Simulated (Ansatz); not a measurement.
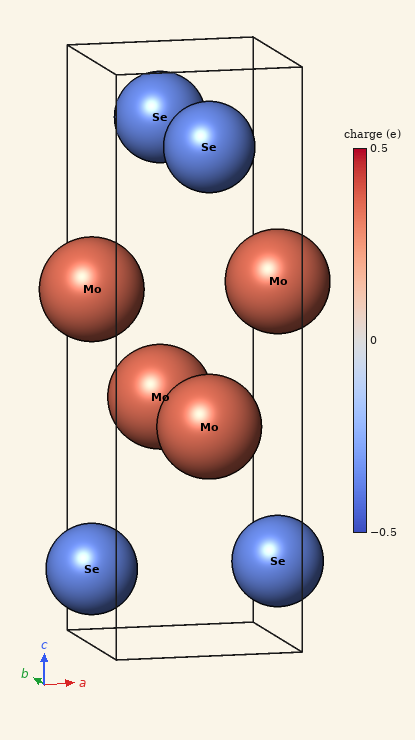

The image is a spheres-only drawing of a crystal, viewed slightly off an axis. Lines trace the edges of the simulation cell. The atoms of this MoSe cell are coloured by their Bader charge.

Electronic-structure method: DFT, PAW plane waves, HSE06 (Ansatz 0.2.0). Parameters: plane-wave cutoff 420 eV, a 4×4×1 k-point grid, Methfessel-Paxton smearing of 0.052 eV, no spin polarisation. The pressure of the cell is -18 GPa.

Give the charges by element.

Most positive: Mo; most negative: Se. Charges: about Mo +0.3 e; Se -0.3 e.

What is drawn is a generated cell, made by putting these elements into a known structure type (the compound may or may not exist in this form); it hasn't been relaxed. It was run through Ansatz as a DFT input.

At this level of theory the cell isn't at rest (stretched, at -18 GPa and forces up to 2.2 eV/Å), so its distances can differ from those at equilibrium, the more so the softer the solid.
